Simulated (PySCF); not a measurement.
## A study: BH$_{3}$N, doublet, SMILES `B[NH]`

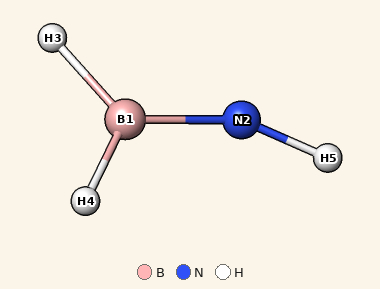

The molecule, with its atoms numbered as below. No frequency check shows the geometry to be a minimum.

Coordinates in Å:

```
B1       0.6710    0.0217    0.0000
N2      -0.6303   -0.0817    0.0000
H3       1.3818   -0.9181    0.0000
H4       1.2215    1.0738    0.0000
H5      -1.5461    0.3078    0.0000
```

## 1. Bonding charge

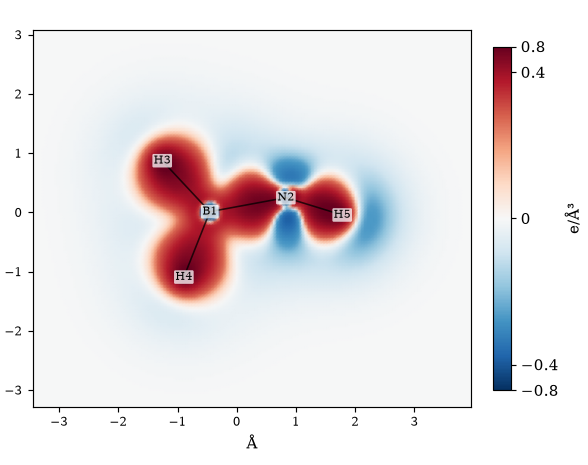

Deformation density (molecule less spherical, spin-averaged free atoms) in the molecular plane; colour scale in e/Å³, logarithmic beyond ±0.1; red: gain, blue: loss.

Level of theory: TPSSh/def2-TZVP (PySCF), at a geometry from GFN2-xTB. The stability of the open-shell solution wasn't checked. GFN2-xTB doesn't know the spin state, so this open-shell geometry is rough.

Q: How much density has each bond in this plane gained at its critical point, relative to the free atoms?

A: N2–H5: +0.85 e/Å³ at the bond critical point (bond length 0.99 Å, Mayer order 0.9). B1–N2: +0.46 e/Å³ at the bond critical point (bond length 1.30 Å, Mayer order 1.8). B1–H3: +0.44 e/Å³ at the bond critical point (bond length 1.18 Å, Mayer order 0.9). B1–H4: +0.40 e/Å³ at the bond critical point (bond length 1.19 Å, Mayer order 0.9). In all, 1.1 electrons gather in the regions of gain relative to the promolecule.

Q: Where do the Hirshfeld charges lie?

A: The highest Hirshfeld charge is on H5 (+0.15 e), the lowest on N2 (−0.16 e).

```
atom  charge (e)
  B1       +0.08
  N2       −0.16
  H3       −0.04
  H4       −0.03
  H5       +0.15
```

## 2. Bond critical points

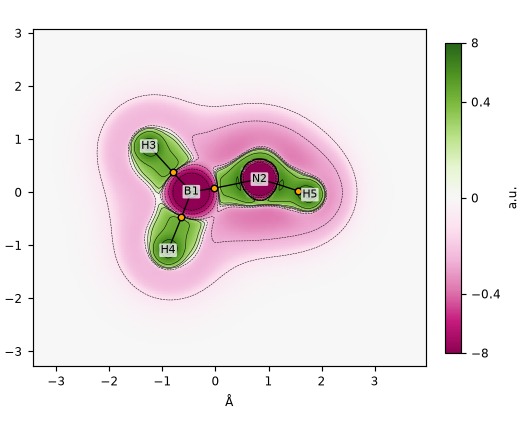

Negative Laplacian of the density (−∇²ρ) in the molecular plane (green positive, pink negative, colour scale in a.u., logarithmic beyond ±0.04), with bond paths and bond critical points (dots).

Q: Sort the bonds in the plane by the sign of ∇²ρ at their critical points.

A: Concentrated (∇²ρ < 0): N2–H5 (−1.98 a.u.); B1–H3 (−0.27 a.u.); B1–H4 (−0.23 a.u.). Depleted (∇²ρ > 0): B1–N2 (+1.16 a.u., H = −0.216). A positive Laplacian with clearly negative H marks a strongly polar covalent bond, whose critical point lies close to the core of the less electronegative atom.

Q: Where along N2–H5 does the critical point lie?

A: 0.75 Å from N2 and 0.24 Å from H5.

## 3. Electrostatic potential

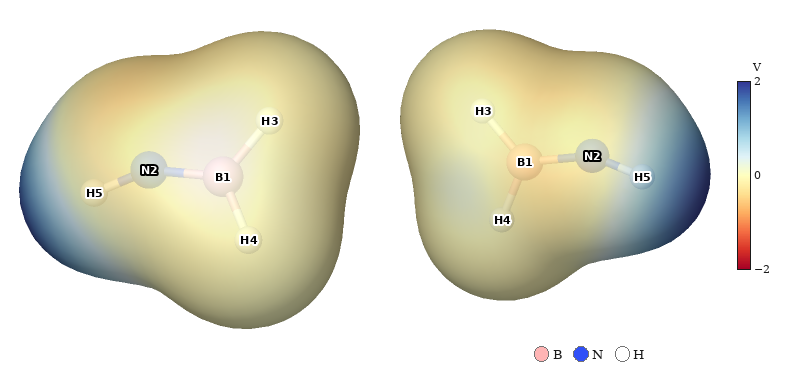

Electrostatic potential on the surface of electron density 0.001 a.u. (back view left, front view right).

Q: Where are the extremes of the potential on the surface?

A: Highest: 2.00 V, 1.2 Å from H5. Further maxima include 0.22 V, off the molecular plane, over B1 (1.9 Å), and at like points elsewhere; 0.01 V, 1.4 Å from H4. Lowest: −0.50 V, off the molecular plane, over N2 (2.0 Å), and at like points elsewhere. Further minima include −0.27 V, 1.6 Å from H3. The surface is sampled at points, so like sites can differ by a few per cent and only the strongest of them is named.

Q: What volume does the surface enclose, and what is the dipole moment?

A: About 55 Å³; the dipole moment is 1.3 D.

## 4. Spin density

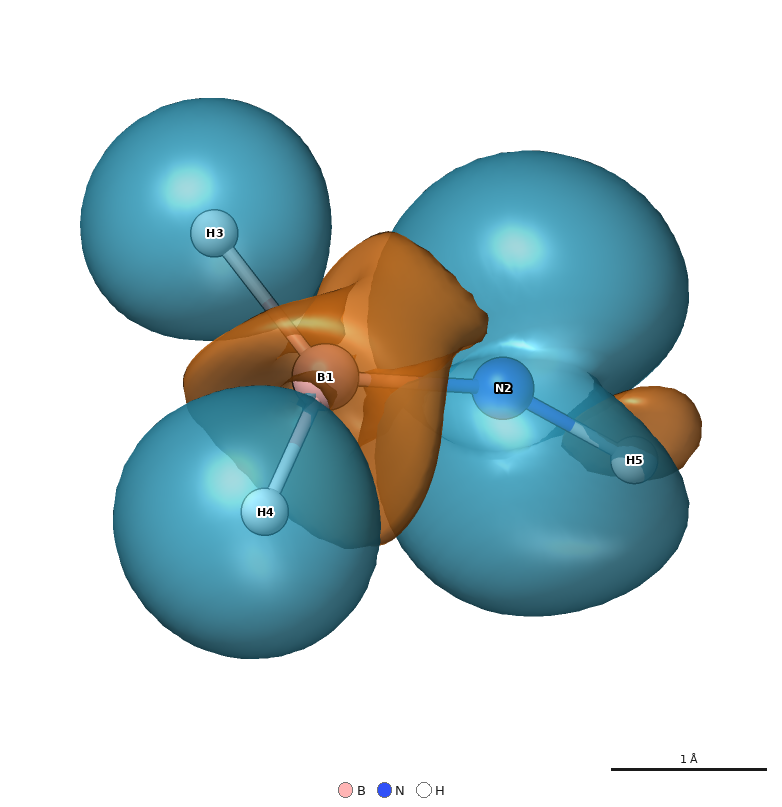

Spin density ρα − ρβ at ±0.01 e/Å³ (light blue: excess α, orange: excess β).

Q: Give the atomic spin populations that go with this picture.

A: Hirshfeld spin populations: N2 +0.71, H4 +0.11, H3 +0.08, B1 +0.06 and H5 +0.05. ⟨S²⟩ = 0.76, against 0.75 for a pure state. The picture also shows regions of β spin from spin polarisation; the Hirshfeld sums, whose atoms overlap, net them against the α spin of neighbours.

## 5. In an electric field

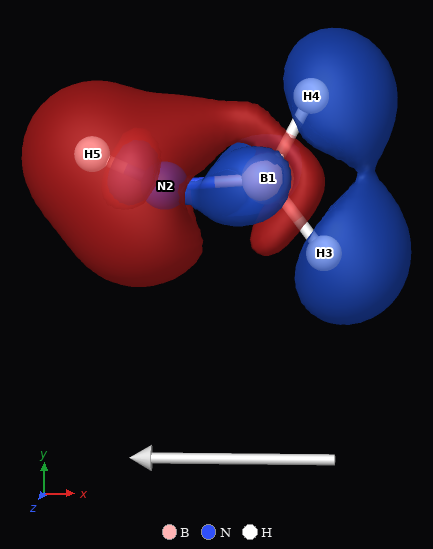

Change of the electron density in a uniform field of 0.26 V/Å along −x (arrow), surfaces at ±0.0015 e/Å³ (blue: gain, red: loss).

Method: LDA (SVWN)/aug-cc-pVDZ; geometry: GFN2-xTB; program: PySCF. The stability of the open-shell solution wasn't checked. GFN2-xTB doesn't know the spin state, so this open-shell geometry is rough.

Q: What dipole is induced, and what polarisability does it imply?

A: The induced dipole is 0.48 D (along the field); α along this axis, from the fields in both directions, is 38 bohr³ (5.6 Å³).

Q: Which atoms gain and lose the most charge?

A: Electrons gather most on H3 (Hirshfeld charge changes by −0.011 e) and leave N2 most (+0.018 e); 0.040 electrons are displaced in all.

## 6. Removing or adding an electron

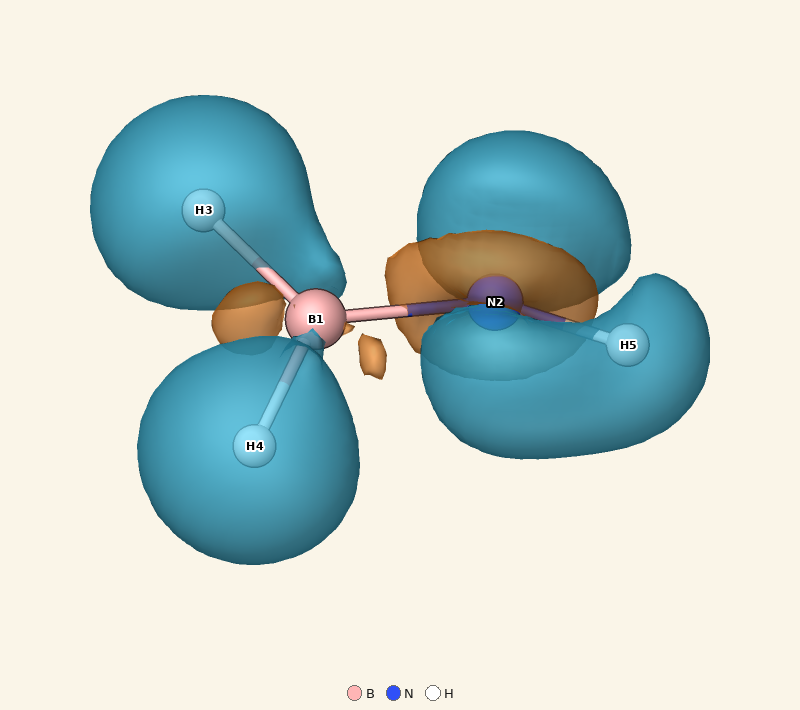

Fukui function f⁻ = ρ(N) − ρ(N−1) at fixed geometry, surfaces at ±0.03 e/Å³ (light blue positive, orange negative).

Method: PBE/def2-SVPD; geometry: GFN2-xTB; program: PySCF. GFN2-xTB doesn't know the spin state, so this open-shell geometry is rough.

Q: On which atoms does the density change most on removal of an electron?

A: f⁻ (Hirshfeld-condensed) is largest on N2 (0.27), B1 (0.23) and H4 (0.20); the vertical ionisation energy is 10.43 eV (to the singlet cation, which needn't be its lowest state). Condensed values hint at sites of electrophilic attack but needn't mark the atom that reacts. Shares this close don't rank the sites. Orbital relaxation makes it negative in places (0.10 e in all).

```tsv
atom	f⁻	charge
B1	+0.23	+0.06
N2	+0.27	−0.14
H3	+0.18	−0.03
H4	+0.20	−0.02
H5	+0.11	+0.14
```

The PySCF runs shown took 7.7 s, 4.9 s and 6.3 s on 1 thread of Intel(R) Xeon(R) 6975P-C (Granite Rapids), with other jobs on the host.
